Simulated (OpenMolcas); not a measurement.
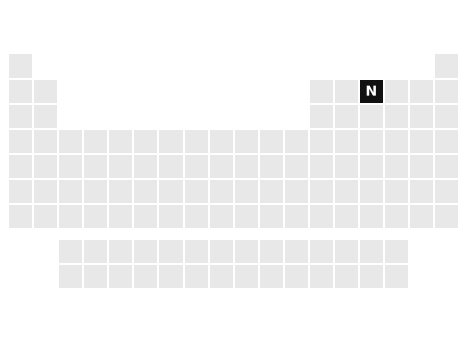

The place of nitrogen in the periodic table.

# Multiconfigurational calculation for N³⁺

N³⁺. Level asked for: state-averaged CASSCF, active space 2 electrons in the shells 2s 2p 3s 3p, basis ANO-R1, X2C scalar Hamiltonian, spin-orbit coupling by RASSI with atomic mean-field integrals (OpenMolcas).

## Input
```
&GATEWAY
Coord
1

N 0.0 0.0 0.0
Basis=ANO-R1
Group=XYZ
NoMove
AngMom=0.0 0.0 0.0
AMFI
&SEWARD
&RASSCF
FileOrb=start.orb
Symmetry=1
Spin=3
nActEl=2 0 0
Inactive=1 0
Ras2=1 3
CIRoot=3 3 1
SDav=3
CIMx=300
Iter=120 100
PrWF=0.3
OrbListing=Nothing
MaxOrb=0
Atom
>>> COPY $Project.JobIph JOBPRE
&RASSCF
FileOrb=start.orb
Symmetry=1
Spin=3
nActEl=3 0 0
Inactive=1 0
Ras2=2 6
CIRoot=15 15 1
SDav=16
CIMx=300
Iter=73 100
PrWF=0.3
OrbListing=Nothing
MaxOrb=0
Atom
CIOnly
>>> COPY $Project.JobIph JOB001
```

The file start.orb holds starting orbitals from an earlier step.

Command:
```bash
OMP_NUM_THREADS=1 MOLCAS_MEM=2252 MOLCAS_PROJECT=a pymolcas a.inp > a.log  # once for each step of the input, in one work folder
```

## Output (extracts)
```
--- SEWARD ---
Basis set label: N.ANO-R...3S2P1D.

      Electronic valence basis set:
      ------------------
      Associated Effective Charge   7.000000 au
      Associated Actual Charge      7.000000 au
      Nuclear Model: Finite nucleus - Gaussian distribution
        Gaussian exponent, Xi/bohr**(-2):  6.28656E+08

      Shell  nPrim  nBasis  Cartesian Spherical Contaminant
         s      13       3        X
         p       8       2        X
         d       4       1                 X
                  Relativistic X2C integrals
                  Atomic mean-field integrals
--- RASSCF ---

 Nr of active orbitals     NAC=   8
 Spin degeneracy         ISPIN=   3
 There can be no such wave function.
 ************************************************
--- Stop Module: rasscf at  /rc=_RC_INPUT_ERROR_ ---
.####################.
.# User input error #.
.####################.
```

## Outcome

```
quantity                      value
 outcome     refused by the program
hardware  1 CPU thread, shared host
```

## What went wrong

This input holds a deliberate fault: wrong electron count. The program refused the input; the driver noted: RASSCF spin 3: _RC_INPUT_ERROR_.
